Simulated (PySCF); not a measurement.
System: C6H16AlNO.

The calculation's input:

```
{"job": {"kind": "nmr", "xc": "PBE0", "basis": "pcSseg-1"}, "charge": 0, "multiplicity": 1}
C      4.108455    -0.131689    -0.516576
O      2.766520     0.215814    -0.683858
Al     1.193102     0.659193    -0.910917
N     -0.144666     0.645598     0.297635
C     -0.262683     1.578211     1.407713
C     -1.234638    -0.311086     0.136875
C     -1.287635    -1.307675     1.305971
C     -0.922296    -1.076200    -1.147943
C     -2.595824     0.382223    -0.011783
H      4.391657    -0.895422    -1.245960
H      4.276772    -0.523900     0.489622
H      4.741811     0.746934    -0.664240
H      0.945870     1.321542    -2.253676
H     -0.400013     1.068735     2.366394
H      0.663942     2.152289     1.459385
H     -1.090114     2.282329     1.270254
H     -0.311178    -1.771836     1.429827
H     -2.026806    -2.080958     1.109573
H     -1.558036    -0.810442     2.233907
H      0.127632    -1.401095    -1.114819
H     -1.043981    -0.419363    -2.008018
H     -1.558560    -1.949466    -1.270342
H     -2.532609     1.154116    -0.775391
H     -2.905622     0.838512     0.924436
H     -3.352033    -0.342218    -0.304522
```

Launched as:

```sh
OMP_NUM_THREADS=1 python probes_run.py task.json out
```

Geometry: GFN2-xTB.

Computed with PySCF 2.14.0, PBE0/pcSseg-1, SCF density, gas phase, non-relativistic.

Question: What can the converged electron density and electron localisation function tell about the bonding?

Answer: C–N (1.45 Å): ρ at the midpoint is about 1.9 e/Å³; the ELF peaks at about 0.90 between the atoms; a covalent bond.
C–C (1.53 Å): ρ at the midpoint is about 1.7 e/Å³; the ELF peaks at about 0.95 between the atoms, as expected for a covalent bond.
Al–N (1.80 Å): ρ is about 0.81 e/Å³ halfway; the ELF peaks at about 0.90 in the valence shell of N, 0.7 Å from its nucleus, and is about 0.65 at the midpoint.
C–H (1.09 Å): ρ at the midpoint is about 2 e/Å³; the ELF climbs to about 1 towards the hydrogen, as it does in any bond to H: an ordinary covalent bond to hydrogen.

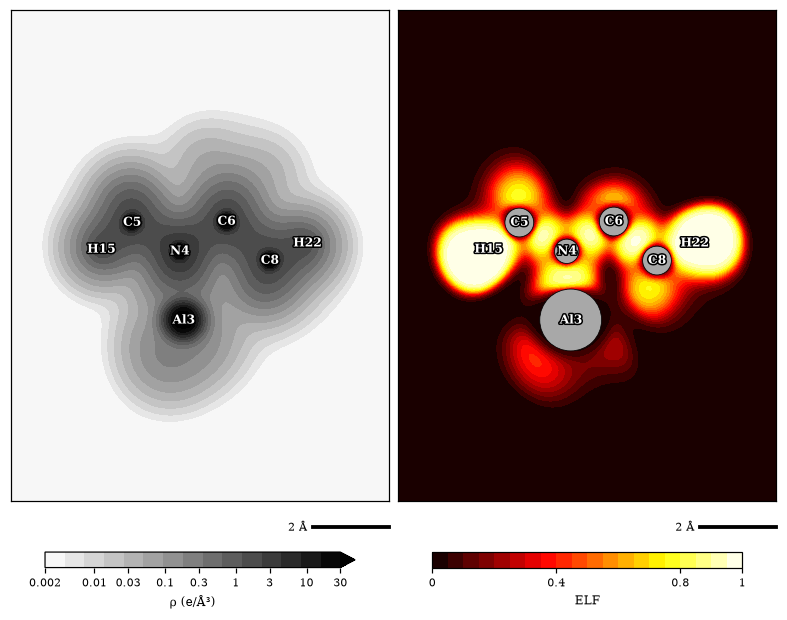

Computed electron density and electron localisation function on the plane of atoms Al3, N4 and C6, in this order. Grey discs cover the atomic cores in the ELF map. 
